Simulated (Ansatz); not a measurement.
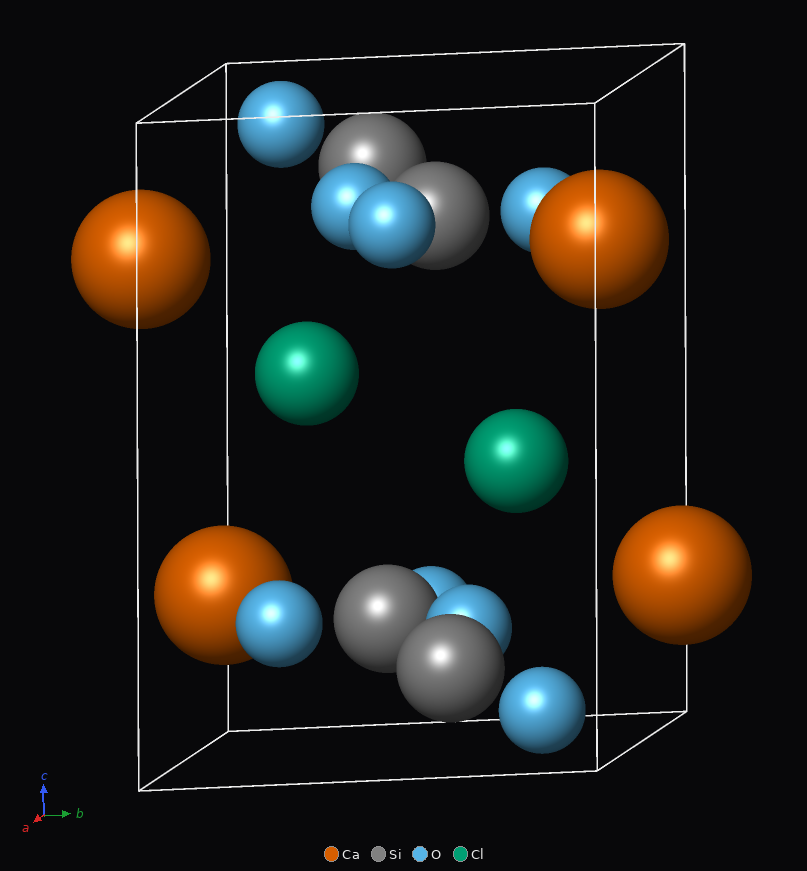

This spheres-only model is shown slightly off an axis. The box is the simulation cell; atoms on or close to its faces, edges and corners are drawn wherever they repeat.

```
CELL_PARAMETERS angstrom
4.44545 0.00000 0.00000
2.13655 6.59442 0.00000
0.11864 1.19040 8.47730
ATOMIC_POSITIONS crystal
Ca 0.21114 0.03249 0.22181
Ca 0.78886 0.96751 0.77819
Si 0.44080 0.43500 0.19490
Si 0.55920 0.56500 0.80510
O 0.83460 0.84830 0.08070
O 0.16540 0.15170 0.91930
O 0.63310 0.23570 0.21060
O 0.36690 0.76430 0.78940
O 0.51920 0.62630 0.18230
O 0.48080 0.37370 0.81770
Si 0.83540 0.64890 0.14970
Si 0.16460 0.35110 0.85030
O 0.09700 0.46240 0.17720
O 0.90300 0.53760 0.82280
Cl 0.85320 0.79730 0.45720
Cl 0.14680 0.20270 0.54280
```

Setup: DFT, PAW plane waves, r2SCAN (Ansatz 0.2.0); plane waves up to 500 eV, Brillouin-zone sampling on a 4×3×2 mesh, Gaussian smearing of 0.077 eV, no spin polarisation. The pressure of the cell is 34 GPa.

### State the Bader charges by element.

Ca +1.71 e; Si +3.03 to +3.23 e; Cl -0.84 e; O -1.90 to -1.68 e. The transfer is large, as in an ionic solid.

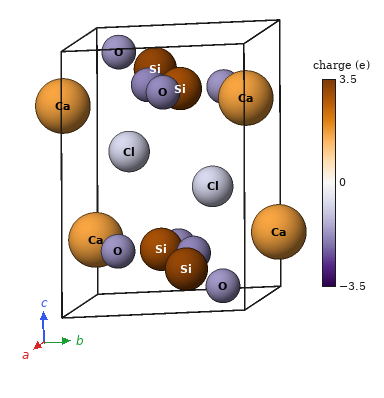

The atoms coloured by those charges.

Shown is a generated cell, made by putting these elements into a known structure type (the compound may or may not exist in this form), as it stood before any relaxation. An electronic-structure calculation with Ansatz was run on it.

At this level of theory the cell isn't at rest (compressed, at 34 GPa and forces up to 13.6 eV/Å), so its distances can differ from those at equilibrium, the more so the softer the solid.
